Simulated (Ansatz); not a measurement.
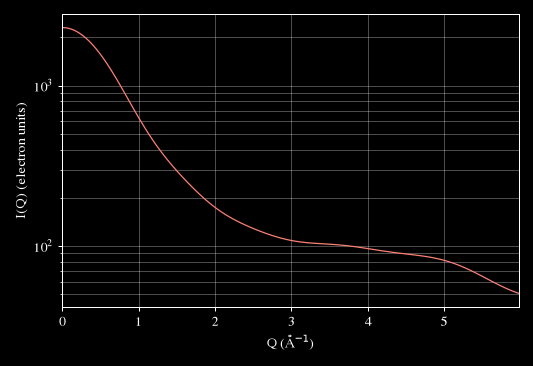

Elastic X-ray scattering of a randomly oriented, rigid molecule, calculated with the Debye equation from neutral-atom form factors (independent atoms, no Compton part, no vibration). The geometry is the end point of an optimisation (RHF/STO-3G (Ansatz 0.2.0)); it may be a saddle point or a higher isomer. It contains C, B, Si, O, H.

**How many electrons does the independent-atom model of the molecule hold?**

I(0) is the square of the electron number: I(0) = 2300, so about 48 electrons, the count of C2H9BOSi.

**What radius of gyration does the initial fall-off give?**

From I(Q) ≈ I(0) exp(−Q²R²/3) at small Q, R ≈ 2.18 Å. It is larger than the electron-weighted radius of the nuclear positions alone (2.04 Å), because each atom's electron cloud adds to it.
